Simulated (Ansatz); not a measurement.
The reference is GaN in the wurtzite structure (space group P6_3mc, No. 186; a = 3.1826 Å, c = 5.1854 Å).

It is then changed as follows: the cell is scaled by 1.0180 in all directions; the atoms relax in the strained cell.

Calculations: Ansatz (an electronic-structure program) PBEsol, scalar-relativistic without spin-orbit coupling.

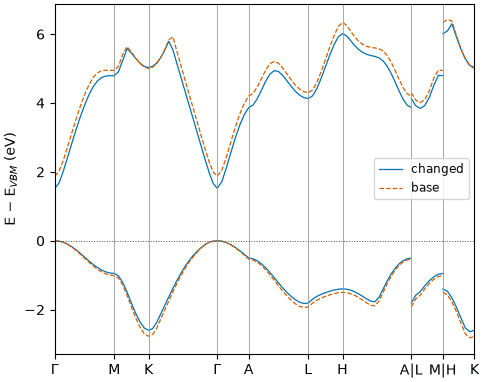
*Highest valence and lowest conduction band along the path, each from its own valence-band maximum*

The gap is 1.52 eV, direct at Γ; the base has 1.88 eV.

No phonon test of stability was made.
